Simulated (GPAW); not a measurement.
# Full monolayers on Mo(100): dipole and work function

One adsorbate to each surface atom of Mo(100). How do the overlayers move the work function, and does the slab's dipole account for it?

**Method.** GPAW 26.7.0, plane waves with PAW setups, PBE; 5 layers of Mo at the tabulated lattice constant, the lower ones held, adsorbate and upper ones relaxed in a 1×1 cell of 9.922 Å², a dipole layer in the vacuum. The dipole counts positive along the outward normal of the covered face; e/ε0 = 180.95 V Å.

Results, with one row withheld:

```tsv
adsorbate	height (Å)	dipole (e Å)	bare face (eV)	covered face (eV)
H	1.73	−0.1397	4.00	6.54
CO	1.61	−0.1208	3.99	6.18
S	2.14	−0.0828	3.96	5.47
Cl	1.68	−0.0739	3.98	5.32
Si	1.99	−0.0582	3.98	5.05
N	0.23	0.0137	3.89	3.64
Li	1.82	0.0480	3.97	3.09
Mg	1.81	0.0506	4.00	?
```

To predict: What is the work function of the face covered with Mg?

**Working.** A layer of dipoles p on area A makes a potential step of −e p/(ε0 A), so the covered face lies below the bare one by 180.95 × 0.0506 / 9.922 = 0.92 eV, which gives 4.00 − 0.92 = 3.08 eV; the run gives 3.07 eV. Over the whole set the covered face runs from 6.54 eV (H) to 3.07 eV (Mg), while the bare lower face stays between 3.89 and 4.00 eV. Among the 7 single atoms electronegativity alone doesn't order the step (r = 0.51); CO stands apart, since a molecule brings its own dipole. The agreement is built in: with a dipole layer the step equals the dipole term up to numerical noise, so it checks the arithmetic, not the physics. N moves the work function against the sign that electronegativity suggests: at a full monolayer the height of the layer and the charge pushed back into the metal count as much as the charge that the atom draws. N ended level with or under the top metal atoms, where a charge makes little dipole along the normal.

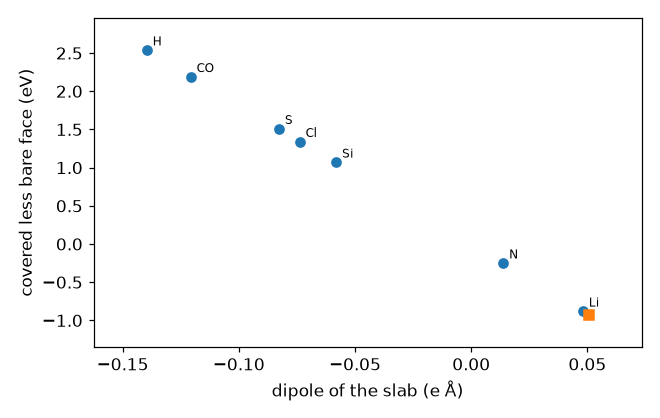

Step between the faces against the dipole; the square is the withheld run.

**Limits.** One starting site was tried for each adsorbate, and a full monolayer is often more than a real surface holds. 5 layers are thin, so the bare face feels the overlayer. No run was spin-polarised, so magnetic states weren't tested.

[Logs are printed without paths, hosts, clocks, repeated set-up lines and the standing remarks that a program may print on its own settings, such as how far it seeks lower states.]
